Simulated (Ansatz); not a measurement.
Cu (Fm-3m, No. 225): a calculation's starting geometry.

```
Cu
1.0
     3.51764    0.00000    0.00000
     0.00000    3.51764    0.00000
     0.00000    0.00000    3.51764
Cu
4
Direct
  0.00000 0.00000 0.00000
  0.00000 0.50000 0.50000
  0.50000 0.00000 0.50000
  0.50000 0.50000 0.00000
```

Question: What will an integrated-DPC-like image along [111] show? Simulated as the projected potential of neutral atoms (B = 0.5 Å²) blurred by a 0.62 Å probe, the thin-sample limit of integrated differential phase contrast. The display is stretched by a gamma of 0.8; percentages refer to the linear signal. A slight drift was added.

Answer: The columns repeat on a hexagonal net with a repeat of 1.44 Å (plane group p6mm). All columns are alike (Cu). The shortest distance between visible columns is 1.44 Å in projection. Along the beam the structure repeats every 6.09 Å.

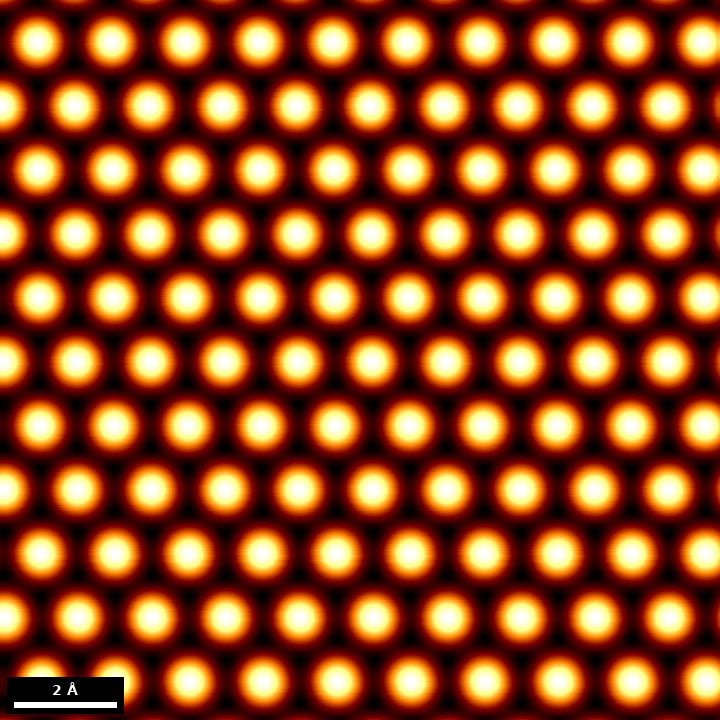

The simulated image.
